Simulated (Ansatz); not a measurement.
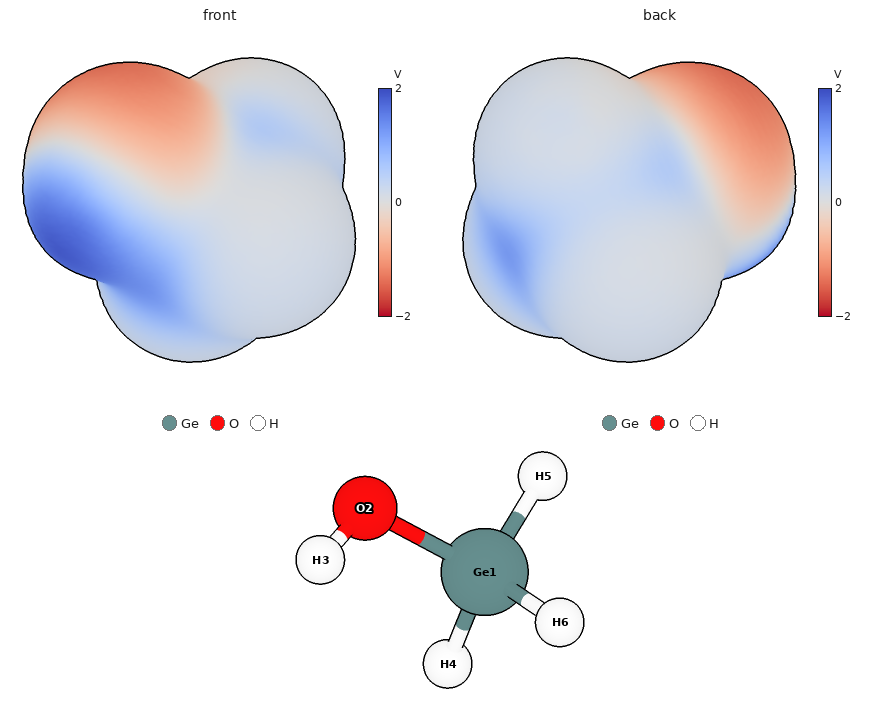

Figure. GeH$_{4}$O (SMILES [OH][GeH3]). The molecular electrostatic potential painted on the density surface at 0.001 e/bohr³, seen from the front and from behind; the colour scale runs from red (negative) to blue (positive). The bare structure is drawn below in the same view.

Geometry: B3LYP-D4/def2-TZVP.

Level of theory: isolated molecule in a Gaussian basis; Kohn-Sham density functional theory, functional PBE0 (Ansatz 0.2.0).

Input file:

```
crystal:
  periodic: [false, false, false]
  atoms:
    - {symbol: Ge, position_ang: [-0.350647, 0.062628, 0.619969]}
    - {symbol: O, position_ang: [0.277392, -1.610348, 0.786753]}
    - {symbol: H, position_ang: [0.980214, -1.812405, 0.161615]}
    - {symbol: H, position_ang: [-0.930865, 0.266850, -0.794400]}
    - {symbol: H, position_ang: [-1.438578, 0.160391, 1.694227]}
    - {symbol: H, position_ang: [0.784535, 1.076586, 0.869075]}
basis:
  gaussian:
    orbitals: def2-TZVPD
output: {forces: true, orbitals: {seedname: orbitals}}
hamiltonian:
  xc: pbe0
```

Run with:

```sh
ansatz run input.yaml --threads 2 --pin off --max-ram 4350MiB --events-out events.jsonl --progress --plain --runs-dir runs
```

> Which sites attract a positive test charge, and which a negative one?

A positive charge is drawn to the negative regions and a negative charge to the positive ones. The most negative region (about −1.4 V) lies over O2, the most positive (about +1.8 V) over H3. O2 is the likeliest acceptor of a hydrogen bond.

> How polar is the molecule by this calculation?

Its dipole moment is 1.49 D.
